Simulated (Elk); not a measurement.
# CaGd2: magneto-optical Kerr spectrum

How strongly does CaGd2 turn reflected light?

Method: PBE with U = 6.70 eV, J = 0.70 eV on Gd f; all-electron APW+lo, Dirac cores, scalar-relativistic bands with second-variational spin-orbit coupling, in Elk 11.2.3 (patched build).

The structure was built from a prototype and need not be the compound's stable phase.

## 1. Starting point

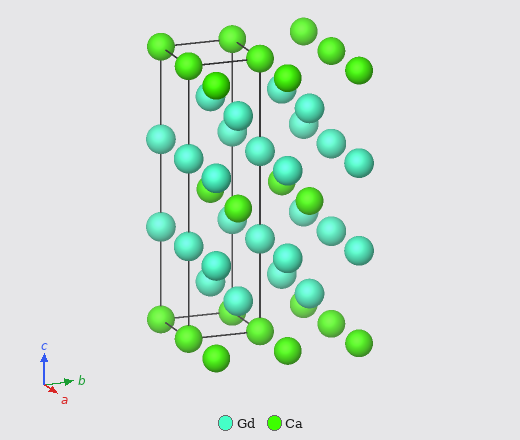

The starting structure, seen slightly off an axis (gadolinium teal, calcium green). 2×2×1 cells are drawn. This picture shows the conventional cell, with its axes. Some periodic images of atoms are drawn too.

The cell is a made-up one and need not be a known phase.

The settings of this session are not all sound (see the inputs), so it shows what such settings give, not the properties of the crystal.

## 2. Ground state with spin–orbit coupling

In a ferromagnet the Kerr effect comes from exchange splitting and spin–orbit coupling together. The parallel order is imposed here; no other order was tried. A Hubbard U of customary size acts on the open shell; it was not fitted to this crystal.

In this input [001] lies along z, the axis of the moments and of the light.

Moments are seeded by fields in the spheres (the last three columns under atoms), set against the wanted direction and reduced each loop.

Input file elk.in:

```
tasks
  0
  15
  33
  73

xctype
  20

rgkmax
  7.0

nempty
  14

swidth
  0.005

reducebf
  0.6

epsengy
  1e-05

maxscl
  100

lmaxi
  3

vkloff
  0.500000 0.500000 0.500000

spinpol
  .true.

spinorb
  .true.

cmagz
  .true.

sppath
  './'

avec
  -3.56550879578 3.56550879578 13.20646251579
  3.56550879578 -3.56550879578 13.20646251579
  3.56550879578 3.56550879578 -13.20646251579

atoms
  2
  'Gd.in'
  2
  0.6606032100 0.6606032100 0.0000000000   0.000000 0.000000 -0.375000
  0.3393967900 0.3393967900 0.0000000000   0.000000 0.000000 -0.375000
  'Ca.in'
  1
  0.0000000000 0.0000000000 0.0000000000   0.000000 0.000000 0.000000

ngridk
  6 6 6

dft+u
  1 1
  1 3 0.246220 0.025725

plot3d
  0 0 0
  1 0 0
  0 1 0
  0 0 1
  38 38 38
```

Started as:

```bash
OMP_NUM_THREADS=4 elk
```

Numbers of over 12 decimals in the logs are rounded to 6 here.

The log of the run:

```text
Warning(gndstate): forces or DFT+U at lmaxo under 8 : 6
  [figures from our tests cut]: type lmaxo 8 and lmaxapw 10
Warning(chksvso): spin-orbit splittings by the second variation are low [figures from our tests cut]: local-orbitals by j (lorbdm 7 and 8, zora) mend levels alone

--- INFO.OUT ---
┌─────────────────────────┐
│ Elk code version 11.2.3 │
└─────────────────────────┘

All units are atomic (Hartree, Bohr, etc.)

┌─────────────────────────────────────────────────┐
│ Ground-state run starting from atomic densities │
└─────────────────────────────────────────────────┘

Lattice vectors :
  -3.565508796       3.565508796       13.20646252
   3.565508796      -3.565508796       13.20646252
   3.565508796       3.565508796      -13.20646252

Species : 1 (Gd)
 parameters loaded from : Gd.in
 name : gadolinium
 nuclear charge    :   -64.00000000
 electronic charge :    64.00000000
 atomic mass :    286649.2145
 muffin-tin radius :    2.800000000
 number of radial points in muffin-tin :   1393
 inner part over the whole radius :   0.9992705866E-02
 number on inner part of muffin-tin    :    998
 approximate nuclear radius :   0.9600684756E-04
 number of mesh points to nuclear radius :    511
 atomic positions (lattice), magnetic fields (Cartesian) :
  1 :  -0.33939679 -0.33939679  0.00000000    0.00000000  0.00000000 -0.37500000
  2 :   0.33939679  0.33939679  0.00000000    0.00000000  0.00000000 -0.37500000

Species : 2 (Ca)
 parameters loaded from : Ca.in
 name : calcium
 nuclear charge    :   -20.00000000
 electronic charge :    20.00000000
 atomic mass :    73057.72475
 muffin-tin radius :    2.400000000
 number of radial points in muffin-tin :    993
 inner part over the whole radius :   0.9970789793E-02
 number on inner part of muffin-tin    :    698
 approximate nuclear radius :   0.6614485811E-04
 number of mesh points to nuclear radius :    321
 atomic positions (lattice), magnetic fields (Cartesian) :
  1 :   0.00000000  0.00000000  0.00000000    0.00000000  0.00000000  0.00000000

Total number of atoms per unit cell :    3
Total muffin-tin volume :    241.8104809
 ratio of muffin-tin to unit cell volume :   0.3600688919

Spin treatment :
 spin-polarised
 spin-orbit coupling
 global magnetic field (Cartesian) :    0.000000000       0.000000000       0.000000000
 collinear magnetisation in z-direction

Number of Bravais lattice symmetries :   16
Number of crystal symmetries         :    8
Crystal has inversion symmetry
Real symmetric eigensolver will be used

k-point grid :      6     6     6
k-point offset :   0.5000000000      0.5000000000      0.5000000000
k-point set is reduced with full crystal symmetry group
Total number of k-points :       35

Muffin-tin radius times maximum |G+k| :    7.000000000
 using average radius
Maximum |G+k| for APW functions       :    2.625000000
Maximum (1/2)|G+k|²                   :    3.445312500
Maximum |G| for potential and density :    12.00000000
Constant for pseudocharge density :    8
 order of it for each species :   15  15
 order of it for pair densities of each species (exact exchange by exxq0 0: 15) :   11   7
Radial integration step length :    1

G-vector grid sizes :     54    54    54
Number of G-vectors :    19639

Maximum angular momentum used for
 APW functions            :    8
 outer part of muffin-tin :    6
 inner part of muffin-tin :    3

Number of empty states         :     42
Total number of valence states :    132
Total number of core states    :    102

Third-order local-orbitals added for an l without core states : T
Total number of local-orbitals :     76

Exchange-correlation functional :     20     0     0
 Perdew-Burke-Ernzerhof, Phys. Rev. Lett. 77, 3865 (1996)
 gradient requirement :    1
 generalised gradient approximation (GGA)

DFT+U calculation
 fully localised limit (FLL)
 see Phys. Rev. B 52, R5467 (1995)
 species : 1 (Gd), l = 3, U =   0.24622000, J =   0.02572500

Smearing type :    3
 Fermi-Dirac
Smearing width :   0.5000000000E-02
Effective electronic temperature (K) :    1578.875124

Mixing type :    3
 Broyden mixing, J. Phys. A: Math. Gen. 17, L317 (1984)

Kohn-Sham potential initialised from atomic data

┌──────────────────────────────┐
│ Self-consistent loop started │
└──────────────────────────────┘

┌─────────────────┐
│ Loop number : 1 │
└─────────────────┘

Energies :
 Fermi                       :     0.114059
 sum of occupied eigenvalues :     -14308.245449381
 electron kinetic            :      25321.350405434
 core electron kinetic       :      24818.946124334
 Coulomb                     :     -48024.153084257
 Coulomb potential           :     -38820.092393915
 nuclear-nuclear             :     -1875.6003003015
 electron-nuclear            :     -53510.328420554
 Hartree                     :      7361.7756365978
 Madelung                    :     -28614.106887300
 xc potential                :     -808.52952090742
 xc effective B-field        :    -0.953582
 external B-field            :      0.000000
 exchange                    :     -531.22511438737
 correlation                 :     -8.158058
 DFT+U                       :      1.596126
 electron entropic           :    -0.29863435879013E-01
 total energy                :     -23240.619588869
 (external B-field energy excluded from total)

Density of states at Fermi energy :    371.8005976
 (states/Hartree/unit cell)

Estimated indirect band gap :   0.3672099324E-03
 from k-point 7 to k-point 27
Estimated direct band gap   :   0.1675891081E-02
 at k-point 33

Charges :
 core                        :    102.0000000
 valence                     :    46.00000000
 interstitial                :    4.789900044
 muffin-tins (core leakage)
  species : 1 (Gd)
   atom 1                    :    62.53483404     (  0.9824662797E-05)
   atom 2                    :    62.53483404     (  0.9824662797E-05)
  species : 2 (Ca)
   atom 1                    :    18.14043188     ( -0.1988664167E-06)
 total in muffin-tins        :    143.2101000
 total calculated charge     :    147.9998615
 total charge                :    148.0000000
 error                       :   0.1384998997E-03

Moments :
 interstitial                :   0.3321692944
 muffin-tins
  species : 1 (Gd)
   atom 1                    :    6.001348992
   atom 2                    :    6.001348992
  species : 2 (Ca)
   atom 1                    :   0.6533641083E-02
 total in muffin-tins        :    12.00923162
 total moment                :    12.34140092

[... earlier loops left out ...]

┌──────────────────┐
│ Loop number : 31 │
└──────────────────┘

Energies :
 Fermi                       :     0.209577
 sum of occupied eigenvalues :     -14302.152191950
 electron kinetic            :      25286.638110641
 core electron kinetic       :      24820.504942382
 Coulomb                     :     -47992.799124368
 Coulomb potential           :     -38887.507987099
 nuclear-nuclear             :     -1875.6003003015
 electron-nuclear            :     -53380.370015324
 Hartree                     :      7263.1711912573
 Madelung                    :     -28549.045130819
 xc potential                :     -699.90774046429
 xc effective B-field        :     -1.374575
 external B-field            :      0.000000
 exchange                    :     -528.75003189687
 correlation                 :     -8.101839
 DFT+U                       :      1.533736
 electron entropic           :    -0.98825398153107E-02
 total energy                :     -23241.489031503
 (external B-field energy excluded from total)

Density of states at Fermi energy :    121.0651633
 (states/Hartree/unit cell)

Estimated indirect band gap :   0.2467290758E-03
 from k-point 12 to k-point 3
Estimated direct band gap   :   0.1723246409E-02
 at k-point 3

Charges :
 core                        :    102.0000000
 valence                     :    46.00000000
 interstitial                :    5.893984562
 muffin-tins (core leakage)
  species : 1 (Gd)
   atom 1                    :    61.95339397     (  0.9554718609E-05)
   atom 2                    :    61.95339397     (  0.9554718609E-05)
  species : 2 (Ca)
   atom 1                    :    18.19922751     ( -0.1987113851E-06)
 total in muffin-tins        :    142.1060154
 total calculated charge     :    147.9999062
 total charge                :    148.0000000
 error                       :   0.9379850559E-04

Moments :
 interstitial                :   0.9728943665
 muffin-tins
  species : 1 (Gd)
   atom 1                    :    7.268249564
   atom 2                    :    7.268249564
  species : 2 (Ca)
   atom 1                    :   0.5355294944E-01
 total in muffin-tins        :    14.59005208
 total moment                :    15.56294644

┌──────────────────────────────┐
│ Self-consistent loop stopped │
└──────────────────────────────┘

Warning : forces or DFT+U at lmaxo under 8 : 6

Wrote STATE.OUT
```

Elapsed: 8 min, on 4 threads of Arm Neoverse V1, shared host; peak memory 0.55 GiB; 29 min of CPU time.

Spin moment in the muffin-tin sphere by atom:

| atom | spin moment in the muffin-tin sphere (μB) |
| --- | --- |
| Gd1 | 7.27 |
| Gd2 | 7.27 |
| Ca3 | 0.05 |

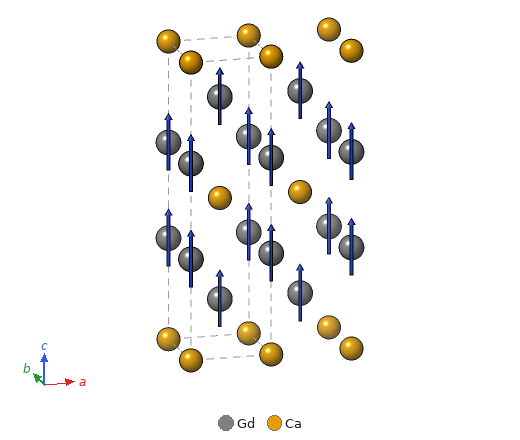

Spin moment in the muffin-tin sphere as arrows, the longest 7.27 μB. Up and down stand for the sign. Arrows give size and sign along the axis of quantisation, drawn up and down the page. 2×1×1 conventional cells are drawn. Some periodic images of atoms are drawn too.

Read from the output:

```yaml
density_of_states_at_the_fermi_level: 4.449 states/eV/cell
moment_between_the_spheres: 0.9729 μB
magnetization: 15.56 μB
final_state: ferromagnetic
```

After 31 cycles the largest moment stands at 7.27 μB.

Orbital moment <L> in the sphere by atom:

| atom | x (μB) | y (μB) | z (μB) | size |
| --- | --- | --- | --- | --- |
| Gd1 | 0.0000 | 0.0000 | 0.0178 | 0.0178 |
| Gd2 | 0.0000 | 0.0000 | 0.0178 | 0.0178 |
| Ca3 | 0.0000 | 0.0000 | 0.0057 | 0.0057 |

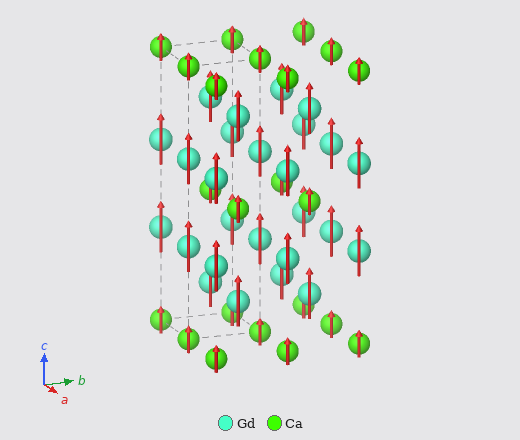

Orbital moment <L> in the sphere as arrows, the longest 0.0178 μB. Each arrow also spans its atom, so small moments look longer than they are. 2×2×1 conventional cells are drawn. Some periodic images of atoms are drawn too.

## 3. States and momentum matrix elements on a finer mesh

Optical spectra need more k points than the density, so the states are solved once on a finer mesh in the saved potential.

Input file elk.in:

```
tasks
  1
  120

xctype
  20

rgkmax
  7.0

nempty
  14

swidth
  0.005

reducebf
  0.6

epsengy
  1e-05

maxscl
  1

lmaxi
  3

vkloff
  0.500000 0.500000 0.500000

spinpol
  .true.

spinorb
  .true.

cmagz
  .true.

sppath
  './'

avec
  -3.56550879578 3.56550879578 13.20646251579
  3.56550879578 -3.56550879578 13.20646251579
  3.56550879578 3.56550879578 -13.20646251579

atoms
  2
  'Gd.in'
  2
  0.6606032100 0.6606032100 0.0000000000   0.000000 0.000000 -0.000375
  0.3393967900 0.3393967900 0.0000000000   0.000000 0.000000 -0.000375
  'Ca.in'
  1
  0.0000000000 0.0000000000 0.0000000000   0.000000 0.000000 0.000000

ngridk
  9 9 9

dft+u
  1 1
  1 3 0.246220 0.025725
```

Started as:

```bash
OMP_NUM_THREADS=4 elk
```

The log of the run:

```text
Warning(gndstate): forces or DFT+U at lmaxo under 8 : 6
  [figures from our tests cut]: type lmaxo 8 and lmaxapw 10
Warning(chksvso): spin-orbit splittings by the second variation are low [figures from our tests cut]: local-orbitals by j (lorbdm 7 and 8, zora) mend levels alone
Warning(chktold): momentum elements lack the commutator of DFT+U or exact exchange

--- INFO.OUT ---
┌─────────────────────────┐
│ Elk code version 11.2.3 │
└─────────────────────────┘

All units are atomic (Hartree, Bohr, etc.)

┌──────────────────────────────────────────┐
│ Ground-state run resuming from STATE.OUT │
└──────────────────────────────────────────┘

Lattice vectors :
  -3.565508796       3.565508796       13.20646252
   3.565508796      -3.565508796       13.20646252
   3.565508796       3.565508796      -13.20646252

Species : 1 (Gd)
 muffin-tin radius :    2.800000000
 atomic positions (lattice), magnetic fields (Cartesian) :
  1 :  -0.33939679 -0.33939679  0.00000000    0.00000000  0.00000000  0.00000000
  2 :   0.33939679  0.33939679  0.00000000    0.00000000  0.00000000  0.00000000

Species : 2 (Ca)
 muffin-tin radius :    2.400000000
 atomic positions (lattice), magnetic fields (Cartesian) :
  1 :   0.00000000  0.00000000  0.00000000    0.00000000  0.00000000  0.00000000

Total number of atoms per unit cell :    3
Total muffin-tin volume :    241.8104809
 ratio of muffin-tin to unit cell volume :   0.3600688919

Spin treatment :
 spin-polarised
 spin-orbit coupling
 global magnetic field (Cartesian) :    0.000000000       0.000000000       0.000000000
 collinear magnetisation in z-direction

Number of Bravais lattice symmetries :   16
Number of crystal symmetries         :    8
Crystal has inversion symmetry
[...]
core electron kinetic       :      24820.504793311
 Coulomb                     :     -47992.798399326
 Coulomb potential           :     -38887.486797687
 nuclear-nuclear             :     -1875.6003003015
 electron-nuclear            :     -53380.391388693
 Hartree                     :      7263.1932896687
 Madelung                    :     -28549.055000483
 xc potential                :     -699.92814070595
 xc effective B-field        :     -1.374845
 external B-field            :      0.000000
 exchange                    :     -528.75029045726
 correlation                 :     -8.101791
 DFT+U                       :      1.533751
 electron entropic           :    -0.98223417720594E-02
 total energy                :     -23241.489178430
 (external B-field energy excluded from total)

Density of states at Fermi energy :    120.1622784
 (states/Hartree/unit cell)

Estimated indirect band gap :   0.1278884232E-03
 from k-point 92 to k-point 58
Estimated direct band gap   :   0.2141893308E-02
 at k-point 27

Charges :
 core                        :    102.0000000
 valence                     :    46.00000000
 interstitial                :    5.892671249
 muffin-tins (core leakage)
  species : 1 (Gd)
   atom 1                    :    61.95412789     (  0.9554718034E-05)
   atom 2                    :    61.95412789     (  0.9554718034E-05)
  species : 2 (Ca)
   atom 1                    :    18.19907298     ( -0.1987130513E-06)
 total in muffin-tins        :    142.1073288
 total calculated charge     :    147.9999204
 total charge                :    148.0000000
 error                       :   0.7960539261E-04

Moments :
 interstitial                :   0.9728203148
 muffin-tins
  species : 1 (Gd)
   atom 1                    :    7.270532195
   atom 2                    :    7.270532195
  species : 2 (Ca)
   atom 1                    :   0.5321671508E-01
 total in muffin-tins        :    14.59428110
 total moment                :    15.56710142

┌──────────────────────────────┐
│ Self-consistent loop stopped │
└──────────────────────────────┘

Warning : forces or DFT+U at lmaxo under 8 : 6
```

Wall time 83 s (4 threads); peak memory 0.55 GiB.

Read from the output:

| Property | Result |
| --- | --- |
| magnetization | 15.57 μB |
| largest moment | 7.271 μB |

## 4. Optics with a broadening of 0.11 eV

The broadening stands for the lifetime of the excited states; it lowers and widens the peaks.

elk.in: that of step 3 with these lines changed.

```diff
@@ -1,4 +1,4 @@
 tasks
-  1
-  120
+  121
+  122
 
@@ -14,3 +14,3 @@
 swidth
-  0.005
+  0.004
 
@@ -23,3 +23,3 @@
 maxscl
-  1
+  100
 
@@ -38,2 +38,5 @@
 cmagz
+  .true.
+
+intraband
   .true.
@@ -64 +67,10 @@
   1 3 0.246220 0.025725
+
+wplot
+  240 100 0
+  0.00000 0.30000
+
+optcomp
+  1 1
+  1 2
+  3 3
```

Started as:

```bash
OMP_NUM_THREADS=4 elk
```

The log of the run:

```text
┌─────────────────────────────────┐
│ Elk code version 11.2.3 started │
└─────────────────────────────────┘

Info(readinput): the functional depends on the density's gradient
 muffin-tin radial points multiplied by    2.00000
 (not where nrmtscf is given)

┌────────────────────┐
│ Current task : 121 │
└────────────────────┘

Info(dielectric):
 dielectric tensor written to EPSILON_ij.OUT
 optical conductivity written to SIGMA_ij.OUT
 plasma frequency written to PLASMA_ij.OUT
 for components
  i = 1, j = 1
  i = 1, j = 2
  i = 3, j = 3

┌────────────────────┐
│ Current task : 122 │
└────────────────────┘

Warning(chksvso): spin-orbit splittings by the second variation are low [figures from our tests cut]: local-orbitals by j (lorbdm 7 and 8, zora) mend levels alone

Warning(chktold): momentum elements lack the commutator of DFT+U or exact exchange

Info(dielectric):
 dielectric tensor written to EPSILON_ij.OUT
 optical conductivity written to SIGMA_ij.OUT
 plasma frequency written to PLASMA_ij.OUT
 for components
  i = 1, j = 1
  i = 1, j = 2

Info(moke):
 complex Kerr angle in degrees written to KERR.OUT

┌──────────────────┐
│ Elk code stopped │
└──────────────────┘
```

Run time: 32 s. Hardware: 4 threads; peak memory 0.07 GiB.

[end of part 1 of 2]

[Logs and program files are shortened in this print: banners, set-up blocks, solver, clock and traceback lines can be left out without a mark of their own.]

[Logs are printed without paths, hosts, clocks, repeated set-up lines and the standing remarks that a program may print on its own settings, such as how far it seeks lower states.]

[Hosts, paths, dates, database ids (printed as entryN), source tags and the programs' standing remarks are cut or masked in the printed files.]

[Where a cell is said to come from a database of computed structures, the database is the Materials Project.]
